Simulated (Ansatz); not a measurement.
## Nudged elastic band of BNH$_{6}$

BNH$_{6}$, computed with RKS PBE0/def2-SVP (Ansatz 0.2.0).

It belongs to a series of runs on one base structure; here: band between the two ends.

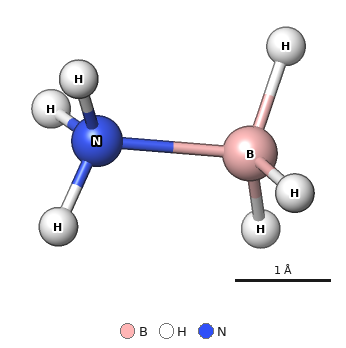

Figure 1. The starting structure (ball-and-stick view, seen at a tilt).

## Summary

```json
{"quantity": "outcome", "value": "converged"}
{"quantity": "barrier, forward", "value": "1.612 eV"}
{"quantity": "barrier, backward", "value": "1.448 eV"}
{"quantity": "hardware", "value": "1 thread of Arm Neoverse V1, 24 GiB of memory available, shared host"}
{"quantity": "wall time", "value": "3.9 min"}
{"quantity": "peak memory", "value": "0.086 GiB"}
```

The order of the saddle point was not checked.

## The input
```yaml
crystal:
  periodic: [false, false, false]
  atoms:
    - { symbol: B, position_ang: [0.041439, -0.134046, 0.163297] }
    - { symbol: H, position_ang: [0.252604, 0.633472, 1.093506] }
    - { symbol: H, position_ang: [0.941423, -0.14176, -0.666479] }
    - { symbol: H, position_ang: [-1.068613, 0.008163, -0.333117] }
    - { symbol: "N", position_ang: [0.0376, -1.62982, 0.824015] }
    - { symbol: H, position_ang: [-0.128197, -2.343719, 0.114083] }
    - { symbol: H, position_ang: [0.931482, -1.836749, 1.270409] }
    - { symbol: H, position_ang: [-0.691939, -1.719143, 1.531685] }
basis:
  gaussian: { orbitals: def2-SVP }
hamiltonian:
  xc: pbe0
neb:
  order_check: false
  images: 9
  f_tol: 0.05
  max_iterations: 60
  final_atoms:
    - { symbol: B, position_ang: [0.15736806, -0.60963606, -0.82132968] }
    - { symbol: H, position_ang: [-0.47141275, -0.21925292, 3.38415011] }
    - { symbol: H, position_ang: [1.16039276, 0.00699572, -1.10463622] }
    - { symbol: H, position_ang: [-0.89720359, -0.39683134, -1.37751548] }
    - { symbol: "N", position_ang: [0.21870836, -1.58763109, 0.16387717] }
    - { symbol: H, position_ang: [-0.57761767, -2.1476005, 0.44135016] }
    - { symbol: H, position_ang: [1.06888098, -1.82444256, 0.65968506] }
    - { symbol: H, position_ang: [-0.34331714, -0.38520325, 2.65181789] }
  initial_path:
    images:
      - { positions_ang: [[0.041439, -0.134046, 0.163297], [0.252604, 0.633472, 1.093506], [0.941423, -0.14176, -0.666479], [-1.068613, 0.008163, -0.333117], [0.0376, -1.62982, 0.824015], [-0.128197, -2.343719, 0.114083], [0.931482, -1.836749, 1.270409], [-0.691939, -1.719143, 1.531685]] }
      - { positions_ang: [[0.02358582, -0.10995692, 0.12707694], [0.19744256, 0.51069795, 1.17913316], [0.94753939, -0.10958644, -0.65919032], [-1.07222763, -0.00786267, -0.38552205], [0.05344564, -1.65373352, 0.77931404], [-0.17767685, -2.38313274, 0.11043931], [0.88592767, -1.85991926, 1.30825062], [-0.5422376, -1.5501084, 1.5378973]] }
      - { positions_ang: [[0.00573264, -0.08586784, 0.09085687], [0.14228113, 0.38792389, 1.26476032], [0.95365579, -0.07741288, -0.65190165], [-1.07584226, -0.02388834, -0.43792709], [0.06929128, -1.67764703, 0.73461309], [-0.22715669, -2.42254648, 0.10679561], [0.84037334, -1.88308952, 1.34609225], [-0.39253621, -1.3810738, 1.5441096]] }
      - { positions_ang: [[-0.01212054, -0.06177876, 0.05463681], [0.08711969, 0.26514984, 1.35038748], [0.95977218, -0.04523932, -0.64461297], [-1.0794569, -0.03991401, -0.49033214], [0.08513691, -1.70156055, 0.68991213], [-0.27663654, -2.46196023, 0.10315192], [0.794819, -1.90625978, 1.38393387], [-0.24283481, -1.2120392, 1.55032189]] }
      - { positions_ang: [[-0.02997371, -0.03768968, 0.01841675], [0.03195825, 0.14237579, 1.43601465], [0.96588857, -0.01306575, -0.6373243], [-1.08307153, -0.05593968, -0.54273719], [0.10098255, -1.72547407, 0.64521118], [-0.32611639, -2.50137397, 0.09950822], [0.74926467, -1.92943004, 1.4217755], [-0.09313342, -1.0430046, 1.55653419]] }
      - { positions_ang: [[-0.04782689, -0.0136006, -0.01780331], [-0.02320318, 0.01960173, 1.52164181], [0.97200496, 0.01910781, -0.63003562], [-1.08668616, -0.07196535, -0.59514224], [0.11682819, -1.74938758, 0.60051022], [-0.37559623, -2.54078771, 0.09586453], [0.70371034, -1.95260031, 1.45961712], [0.05656798, -0.87397, 1.56274649]] }
      - { positions_ang: [[-0.0067879, -0.13280769, -0.17850859], [-0.1128451, -0.0281692, 1.89414347], [1.00968252, 0.01668539, -0.72495574], [-1.04878965, -0.13693855, -0.75161688], [0.13720422, -1.71703628, 0.51318361], [-0.41600052, -2.46215027, 0.16496165], [0.77674447, -1.92696876, 1.29963071], [-0.02340905, -0.77621665, 1.78056077]] }
      - { positions_ang: [[0.03425109, -0.25201478, -0.33921386], [-0.20248701, -0.07594013, 2.26664513], [1.04736008, 0.01426297, -0.81987586], [-1.01089313, -0.20191175, -0.90809153], [0.15758026, -1.68468498, 0.425857], [-0.45640481, -2.38351283, 0.23405878], [0.8497786, -1.90133721, 1.1396443], [-0.10338607, -0.6784633, 1.99837505]] }
      - { positions_ang: [[0.07529008, -0.37122187, -0.49991913], [-0.29212893, -0.12371106, 2.63914679], [1.08503764, 0.01184056, -0.91479598], [-0.97299662, -0.26688495, -1.06456618], [0.17795629, -1.65233369, 0.33853039], [-0.4968091, -2.30487538, 0.30315591], [0.92281272, -1.87570566, 0.97965788], [-0.1833631, -0.58070995, 2.21618933]] }
      - { positions_ang: [[0.11632907, -0.49042896, -0.6606244], [-0.38177084, -0.17148199, 3.01164845], [1.1227152, 0.00941814, -1.0097161], [-0.93510011, -0.33185814, -1.22104083], [0.19833233, -1.61998239, 0.25120378], [-0.53721338, -2.22623794, 0.37225303], [0.99584685, -1.85007411, 0.81967147], [-0.26334012, -0.4829566, 2.43400361]] }
      - { positions_ang: [[0.15736806, -0.60963606, -0.82132968], [-0.47141275, -0.21925292, 3.38415011], [1.16039276, 0.00699572, -1.10463622], [-0.89720359, -0.39683134, -1.37751548], [0.21870836, -1.58763109, 0.16387717], [-0.57761767, -2.1476005, 0.44135016], [1.06888098, -1.82444256, 0.65968506], [-0.34331714, -0.38520325, 2.65181789]] }
```

Launch command:
```bash
ansatz run input.yaml --threads 1 --pin off --max-ram 2048MiB --backend cpu --events-out ev --progress --plain --runs-dir out
```

## What the program printed
```
Engine: ansatz 0.2.0, aarch64-unknown-linux-gnu
Functional definition: PBE0
  parameter a = 0.25
  parameter kappa = 0.804
  parameter beta = 0.06672455060314922
  exchange = (1 - a)*pbe_x(kappa = kappa, mu = beta*pi^2/3) + a*exact_x
  correlation = pbe_c(beta = beta)
647 factors; integrals over basis functions are off by at most 3.6e-4 eV
mean field evaluation 1: about -2255.7343 eV, gradient 4.0e1 eV
mean field evaluation 2: about -2255.2629 eV, gradient 4.4e1 eV
mean field evaluation 4: about -2259.6594 eV, gradient 9.8e-1 eV
mean field evaluation 8: about -2259.6605 eV, gradient 2.1e-3 eV
mean field -2259.66053084 eV, -83.0409928555 hartree, gradient 2.2e-5 eV, S^2 0.000000; 0 other end points of the search recorded, 0 dependent functions left out
the calculation of the forces begins
reference -2259.66055401 eV, -83.0409937070 hartree; 9, 9 occupied and 49, 49 virtual orbitals, 647 factors
645 factors; integrals over basis functions are off by at most 7.2e-4 eV
mean field evaluation 16: about -2259.4942 eV, gradient 1.4e0 eV
mean field -2259.49699346 eV, -83.0349829677 hartree, gradient 3.2e-5 eV, S^2 0.000000; 0 other end points of the search recorded, 0 dependent functions left out
[... from here on the field's lines of each further geometry are left out, up to the last ...]
NEB iter   1: max|band force component| = 6.788e0 eV/Å  barrier→ = 4.6852 eV  barrier← = 4.5216 eV  Δτ_max = 0.1980 Å  (234 SCF iters)
NEB iter   2: max|band force component| = 5.700e0 eV/Å  barrier→ = 3.2657 eV  barrier← = 3.1021 eV  Δτ_max = 0.2000 Å  (220 SCF iters)
NEB iter   3: max|band force component| = 3.790e0 eV/Å  barrier→ = 2.2887 eV  barrier← = 2.1252 eV  Δτ_max = 0.2000 Å  (220 SCF iters)
NEB iter   4: max|band force component| = 2.754e0 eV/Å  barrier→ = 2.0273 eV  barrier← = 1.8638 eV  Δτ_max = 0.2000 Å  (207 SCF iters)
NEB iter   5: max|band force component| = 2.408e0 eV/Å  barrier→ = 1.9868 eV  barrier← = 1.8232 eV  Δτ_max = 0.1695 Å  (211 SCF iters)
NEB iter   6: max|band force component| = 1.355e0 eV/Å  barrier→ = 1.7391 eV  barrier← = 1.5756 eV  Δτ_max = 0.1956 Å  (205 SCF iters)
NEB iter   7: max|band force component| = 2.101e0 eV/Å  barrier→ = 1.6385 eV  barrier← = 1.4750 eV  Δτ_max = 0.1011 Å  (210 SCF iters)
NEB iter   8: max|band force component| = 5.676e-1 eV/Å  barrier→ = 1.5955 eV  barrier← = 1.4320 eV  Δτ_max = 0.1982 Å  (193 SCF iters)
NEB iter   9: max|band force component| = 1.380e0 eV/Å  barrier→ = 1.2476 eV  barrier← = 1.0840 eV  Δτ_max = 0.1004 Å  (203 SCF iters)
NEB iter  10: max|band force component| = 1.904e0 eV/Å  barrier→ = 1.2903 eV  barrier← = 1.1267 eV  Δτ_max = 0.0501 Å  (193 SCF iters)
NEB iter  11: max|band force component| = 1.217e0 eV/Å  barrier→ = 1.3118 eV  barrier← = 1.1482 eV  Δτ_max = 0.0516 Å  (192 SCF iters)
NEB iter  12: max|band force component| = 1.310e0 eV/Å  barrier→ = 1.3274 eV  barrier← = 1.1639 eV  CI = image 5  Δτ_max = 0.0993 Å  (185 SCF iters)
NEB iter  13: max|band force component| = 1.479e0 eV/Å  barrier→ = 1.5906 eV  barrier← = 1.4271 eV  CI = image 5  Δτ_max = 0.0498 Å  (194 SCF iters)
NEB iter  14: max|band force component| = 1.291e0 eV/Å  barrier→ = 1.6374 eV  barrier← = 1.4739 eV  CI = image 5  Δτ_max = 0.1003 Å  (186 SCF iters)
NEB iter  15: max|band force component| = 6.095e-1 eV/Å  barrier→ = 1.6013 eV  barrier← = 1.4378 eV  CI = image 5  Δτ_max = 0.2000 Å  (188 SCF iters)
NEB iter  16: max|band force component| = 3.983e-1 eV/Å  barrier→ = 1.6444 eV  barrier← = 1.4809 eV  CI = image 5  Δτ_max = 0.0629 Å  (195 SCF iters)
NEB iter  17: max|band force component| = 4.222e-1 eV/Å  barrier→ = 1.6158 eV  barrier← = 1.4522 eV  CI = image 5  Δτ_max = 0.0316 Å  (186 SCF iters)
NEB iter  18: max|band force component| = 1.233e-1 eV/Å  barrier→ = 1.6132 eV  barrier← = 1.4497 eV  CI = image 5  Δτ_max = 0.0144 Å  (185 SCF iters)
NEB iter  19: max|band force component| = 5.870e-2 eV/Å  barrier→ = 1.6128 eV  barrier← = 1.4493 eV  CI = image 5  Δτ_max = 0.0167 Å  (179 SCF iters)
NEB iter  20: max|band force component| = 6.731e-2 eV/Å  barrier→ = 1.6121 eV  barrier← = 1.4485 eV  CI = image 5  Δτ_max = 0.0083 Å  (171 SCF iters)
the calculation of the forces begins
reference -2259.48994765 eV, -83.0347240388 hartree; 9, 9 occupied and 49, 49 virtual orbitals, 645 factors
648 factors; integrals over basis functions are off by at most 7.2e-4 eV
mean field evaluation 1248: about -2258.0489 eV, gradient 3.5e-3 eV
mean field -2258.04885488 eV, -82.9817648564 hartree, gradient 2.9e-5 eV, S^2 0.000000; 1 other end points of the search recorded, 0 dependent functions left out
the calculation of the forces begins
reference -2258.04887751 eV, -82.9817656880 hartree; 9, 9 occupied and 49, 49 virtual orbitals, 648 factors
NEB iter  21: max|band force component| = 4.122e-2 eV/Å  barrier→ = 1.6117 eV  barrier← = 1.4481 eV  CI = image 5  Δτ_max = 0.0000 Å  (360 SCF iters)
```

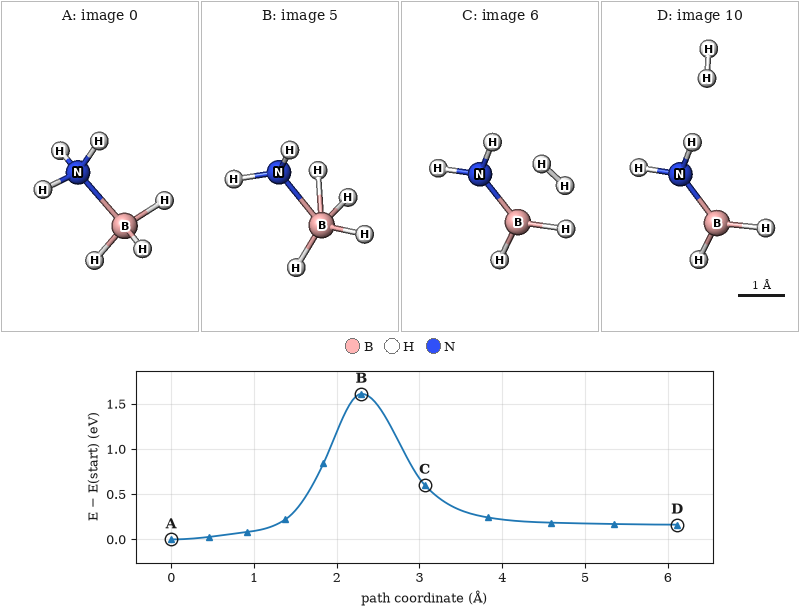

Figure 2. Images of the last band (counted from 0; ball-and-stick, seen at a tilt) above the energy along the path; the line is a cubic interpolation that uses the forces. The highest image is number 5, 1.612 eV above the start and 1.448 eV above the end (the climbing image); the end lies 0.164 eV above the start. The path is 6.11 Å long. The band converged in 21 iterations.

```
Total energy: -2258.04887751 eV, -82.9817656880 hartree
Atom 0 at     0.022695    -0.354543     0.116349 Å, force    -0.031075    -0.000066     0.037645 eV/Å
Atom 1 at    -0.214752     0.325765     1.295485 Å, force     0.002887    -0.015773    -0.019227 eV/Å
Atom 2 at     1.066245     0.133800    -0.257329 Å, force     0.003408    -0.002076     0.008108 eV/Å
Atom 3 at    -0.991455    -0.133305    -0.507555 Å, force     0.004883     0.004740    -0.006726 eV/Å
Atom 4 at     0.122311    -1.801031     0.709373 Å, force     0.039658     0.004422     0.017881 eV/Å
Atom 5 at    -0.600059    -2.460849     0.448978 Å, force    -0.007128     0.005404     0.000777 eV/Å
Atom 6 at     1.040975    -2.226654     0.729284 Å, force    -0.007075    -0.013753    -0.015892 eV/Å
Atom 7 at    -0.130161    -0.646785     1.462815 Å, force    -0.005558     0.017100    -0.022566 eV/Å
Dipole moment:     0.027846    -0.403303     0.212788 e Å
this run last wrote the band of iteration 21 to [file]
```

## The last band as extended XYZ (Å, eV, eV/Å)
```
8
Properties=species:S:1:pos:R:3:forces:R:3 image=0 energy=-2259.66053
B     0.0414   -0.1340    0.1633   -0.0095   0.0194   0.0096
H     0.2526    0.6335    1.0935    0.0014   0.0001   0.0062
H     0.9414   -0.1418   -0.6665    0.0068  -0.0147   0.0002
H    -1.0686    0.0082   -0.3331   -0.0053  -0.0079  -0.0015
N     0.0376   -1.6298    0.8240    0.0098   0.0240  -0.0284
H    -0.1282   -2.3437    0.1141   -0.0022  -0.0116   0.0036
H     0.9315   -1.8367    1.2704    0.0025  -0.0076   0.0047
H    -0.6919   -1.7191    1.5317   -0.0037  -0.0016   0.0057
8
Properties=species:S:1:pos:R:3:forces:R:3 image=1 energy=-2259.63255
B     0.0353   -0.1315    0.1585    0.0000  -0.0002   0.0013
H     0.0799    0.6470    1.1020    0.0402   0.0023   0.0006
H     1.0304   -0.0812   -0.5523   -0.0182  -0.0189  -0.0308
H    -1.0103   -0.0592   -0.4738   -0.0207   0.0105   0.0316
N     0.0439   -1.6313    0.8270   -0.0010   0.0020   0.0009
H    -0.3191   -2.3301    0.1785    0.0435  -0.0051  -0.0248
H     0.9880   -1.9149    1.0895   -0.0011   0.0230   0.0433
H    -0.5324   -1.6623    1.6681   -0.0425  -0.0136  -0.0222
8
Properties=species:S:1:pos:R:3:forces:R:3 image=2 energy=-2259.57778
B    -0.0084   -0.1374    0.1363    0.0012   0.0080   0.0069
H    -0.1478    0.6423    1.0689    0.0359   0.0351  -0.0110
H     1.0433    0.0245   -0.4668   -0.0122  -0.0292  -0.0340
H    -0.9844   -0.1769   -0.6001   -0.0161   0.0009   0.0221
N     0.0890   -1.6314    0.8405   -0.0083   0.0058   0.0122
H    -0.4356   -2.3360    0.3229    0.0347   0.0079  -0.0400
H     1.0532   -1.9553    0.9118    0.0055   0.0322   0.0300
H    -0.2935   -1.5936    1.7840   -0.0408  -0.0607   0.0138
8
Properties=species:S:1:pos:R:3:forces:R:3 image=3 energy=-2259.43891
B    -0.0002   -0.1527    0.1154   -0.0131   0.0818   0.0086
H    -0.2567    0.5245    1.1077    0.0042   0.2056  -0.1314
H     1.0927    0.1149   -0.3543   -0.0035  -0.0377  -0.1163
H    -0.9294   -0.1765   -0.6741    0.0459  -0.0153  -0.1023
N     0.1003   -1.6642    0.7956   -0.0056   0.1420   0.0444
H    -0.5764   -2.3534    0.4690    0.0052   0.1019  -0.0240
H     1.0261   -2.0916    0.8046   -0.0222   0.0953  -0.0345
H    -0.1405   -1.3646    1.7336   -0.0109  -0.5734   0.3555
8
Properties=species:S:1:pos:R:3:forces:R:3 image=4 energy=-2258.81902
B     0.0036   -0.2129    0.1132   -0.0962   0.6565   0.0388
H    -0.2436    0.4048    1.1867    0.0266   0.3170  -0.3846
H     1.0843    0.1318   -0.3057    0.0678  -0.0179  -0.2539
H    -0.9736   -0.1667   -0.5988    0.0217  -0.0158  -0.2562
N     0.1161   -1.7296    0.7675   -0.0204   0.2979   0.1805
H    -0.5890   -2.4143    0.5028   -0.0669   0.2636   0.2073
H     1.0386   -2.1570    0.8092   -0.0724   0.2292   0.1566
H    -0.1205   -1.0197    1.5224    0.1399  -1.7307   0.3114
8
Properties=species:S:1:pos:R:3:forces:R:3 image=5 energy=-2258.04886
B     0.0227   -0.3545    0.1163   -0.0311  -0.0001   0.0376
H    -0.2148    0.3258    1.2955    0.0029  -0.0158  -0.0192
H     1.0662    0.1338   -0.2573    0.0034  -0.0021   0.0081
H    -0.9915   -0.1333   -0.5076    0.0049   0.0047  -0.0067
N     0.1223   -1.8010    0.7094    0.0397   0.0044   0.0179
H    -0.6001   -2.4608    0.4490   -0.0071   0.0054   0.0008
H     1.0410   -2.2267    0.7293   -0.0071  -0.0138  -0.0159
H    -0.1302   -0.6468    1.4628   -0.0056   0.0171  -0.0226
8
Properties=species:S:1:pos:R:3:forces:R:3 image=6 energy=-2259.05668
B     0.0656   -0.5481   -0.0892    0.0849  -0.3041  -0.3351
H    -0.2774    0.4117    1.6864   -0.0864   0.1945   0.4400
H     1.0492    0.1493   -0.2003    0.0118  -0.0608   0.0132
H    -1.0121   -0.1357   -0.4559    0.0080  -0.0670  -0.0182
N     0.1980   -1.8867    0.3162    0.0740  -0.1056  -0.4699
H    -0.5860   -2.5205    0.3700   -0.0040  -0.0821   0.0066
H     1.0780   -2.2869    0.6077    0.0268  -0.0821  -0.0334
H    -0.1996   -0.3466    1.7625   -0.1151   0.5072   0.3968
8
Properties=species:S:1:pos:R:3:forces:R:3 image=7 energy=-2259.41693
B     0.0866   -0.5991   -0.2548    0.0100  -0.0248  -0.0502
H    -0.3719    0.5394    2.2306   -0.0206   0.0472   0.1041
H     1.0597    0.1186   -0.2912    0.0084  -0.0189  -0.0294
H    -1.0125   -0.1886   -0.5497    0.0056  -0.0190  -0.0318
N     0.2347   -1.9262    0.1314    0.0028  -0.0093  -0.0261
H    -0.5400   -2.5737    0.1948    0.0050  -0.0123  -0.0180
H     1.1220   -2.3276    0.4054    0.0047  -0.0125  -0.0236
H    -0.2630   -0.2063    2.1308   -0.0159   0.0497   0.0750
8
Properties=species:S:1:pos:R:3:forces:R:3 image=8 energy=-2259.47492
B     0.1069   -0.6058   -0.4519    0.0009  -0.0016  -0.0082
H    -0.4662    0.4219    2.8323   -0.0026  -0.0015   0.0210
H     1.0751    0.1146   -0.5342    0.0020  -0.0025  -0.0110
H    -0.9930   -0.2387   -0.7965    0.0018  -0.0023  -0.0109
N     0.2609   -1.8875    0.0594    0.0001   0.0006  -0.0010
H    -0.5044   -2.5430    0.1531   -0.0004   0.0012   0.0010
H     1.1513   -2.2603    0.3632   -0.0004   0.0015   0.0010
H    -0.3149   -0.1649    2.3720   -0.0015   0.0045   0.0081
8
Properties=species:S:1:pos:R:3:forces:R:3 image=9 energy=-2259.48992
B     0.1263   -0.5891   -0.6484   -0.0002  -0.0005  -0.0039
H    -0.4690    0.0912    3.1710    0.0000  -0.0052   0.0060
H     1.1037    0.1033   -0.8169    0.0011  -0.0012  -0.0066
H    -0.9527   -0.2946   -1.1091    0.0011  -0.0011  -0.0062
N     0.2452   -1.7530    0.0998    0.0008   0.0023   0.0018
H    -0.5280   -2.3822    0.2742   -0.0015   0.0038   0.0032
H     1.1179   -2.0634    0.5077   -0.0011   0.0032   0.0033
H    -0.3275   -0.2759    2.5191   -0.0001  -0.0012   0.0025
8
Properties=species:S:1:pos:R:3:forces:R:3 image=10 energy=-2259.49699
B     0.1574   -0.6096   -0.8213    0.0009   0.0077  -0.0278
H    -0.4714   -0.2193    3.3841    0.0018  -0.0047  -0.0068
H     1.1604    0.0070   -1.1046   -0.0205  -0.0199   0.0186
H    -0.8972   -0.3968   -1.3775    0.0226  -0.0122   0.0251
N     0.2187   -1.5876    0.1639   -0.0014   0.0095  -0.0048
H    -0.5776   -2.1476    0.4414    0.0020   0.0083  -0.0057
H     1.0689   -1.8244    0.6597   -0.0035   0.0073  -0.0067
H    -0.3433   -0.3852    2.6518   -0.0019   0.0042   0.0082
```
